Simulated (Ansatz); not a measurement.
Zr$_{3}$P$_{2}$

The calculation's input:

```
crystal:
  lattice:
    - [5.5988502024, 0.0, 0.0]
    - [-2.7994251012, 4.8487465073, 0.0]
    - [0.0, 0.0, 4.4409692048]
  atoms:
    - { symbol: Zr, position: [0.5, 0.0, 0.5] }
    - { symbol: Zr, position: [0.0, 0.5, 0.5] }
    - { symbol: Zr, position: [0.5, 0.5, 0.5] }
    - { symbol: P, position: [0.0, 0.0, 0.5] }
    - { symbol: P, position: [0.0, 0.0, 0.0] }
basis:
  ecutwfc: 420
kpoints:
  mp_grid: { grid: [12, 12, 10] }
  band_path:
    path:
      - [[0.0, 0.0, 0.0], [0.5, 0.0, 0.0], [0.33333333, 0.33333333, 0.0], [0.0, 0.0, 0.0], [0.0, 0.0, 0.5], [0.5, 0.0, 0.5], [0.33333333, 0.33333333, 0.5], [0.0, 0.0, 0.5]]
      - [[0.5, 0.0, 0.5], [0.5, 0.0, 0.0]]
      - [[0.33333333, 0.33333333, 0.5], [0.33333333, 0.33333333, 0.0]]
    npoints: 14
hamiltonian:
  xc: pbe
scf:
  occupations: { method: gaussian, width: 0.1 }
  n_extra_bands: 12
output:
  forces: true
  stress: true
  eigenvalues: true
  populations: true
  dos: { projected: true, de: 0.02, nscf_kmesh: { grid: [15, 15, 12] } }
  bader: true
  write_density: true
  write_potential: true
  elf: true
  volumetric_format: npy
```

Command:

```sh
ansatz run input.yaml --threads 1 --pin off --max-ram 2560MiB --backend cpu --events-out ev --progress --plain --runs-dir out
```

Below, planes, directions and counts refer to the conventional cell (a = 5.60 Å, b = 5.60 Å, c = 4.44 Å, α = 90.00°, β = 90.00°, γ = 120.00°).

Space group P6/mmm; a structure generated by program, which may or may not match a known phase.

The calculation used Ansatz 0.2.0, DFT PBE, scalar-relativistic, plane waves, PAW.

Predict the valence pseudo-density and electron localisation function between the atoms.

Zr–Zr (2.80 Å): the density is about 0.34 e/Å³ at the midpoint; the ELF is about 0.30 at the midpoint; no localised pair shows between them.
Bader's partition of the density gives Zr +0.58 and P −1.06 to −0.69 e.

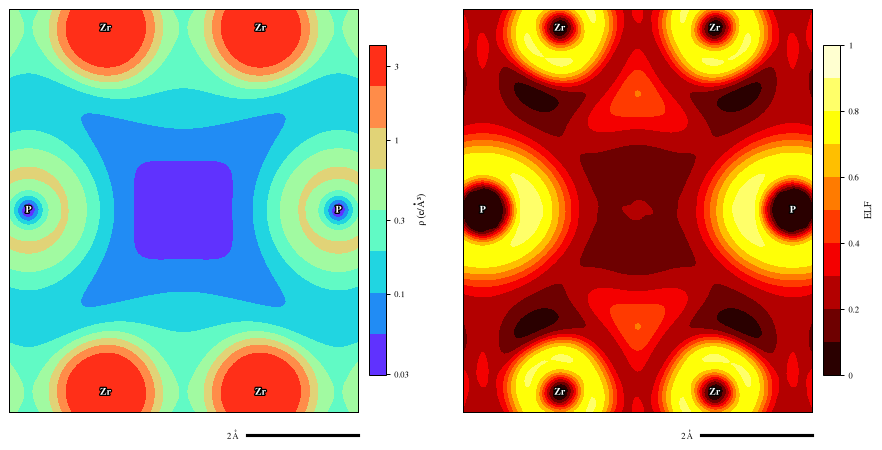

Computed valence pseudo-density and electron localisation function on the (011) plane of the conventional cell, in this order. 

The density is the valence pseudo-density of a PAW calculation; it isn't the true density close to the nuclei.
